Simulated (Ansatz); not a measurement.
The starting structures come from a database of crystals and need not be the phases stable at ambient conditions.

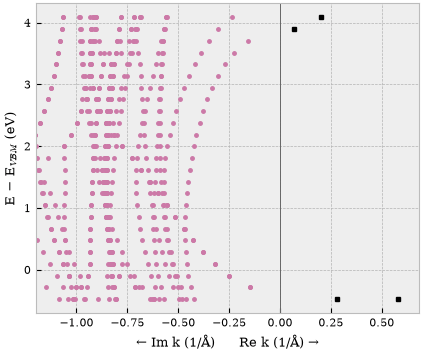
Complex bands at the centre of the two-dimensional zone; r2SCAN in Ansatz (a first-principles code)

The gap is the functional's own. No spin-orbit coupling. Mid-gap values are interpolated on the energy grid.

Q: This is Cs₃TlF₆ (I4/mmm, not sure to be the ambient phase, 10 atoms a cell, 24.3 Å³ an atom) along the normal of (100). Read off the slowest decay at the centre of the two-dimensional zone at 2.00 eV, the computed energy nearest the middle of the gap.

A: κ ≈ 0.42 1/Å, a decay length 1/(2κ) of the density of 1.2 Å.
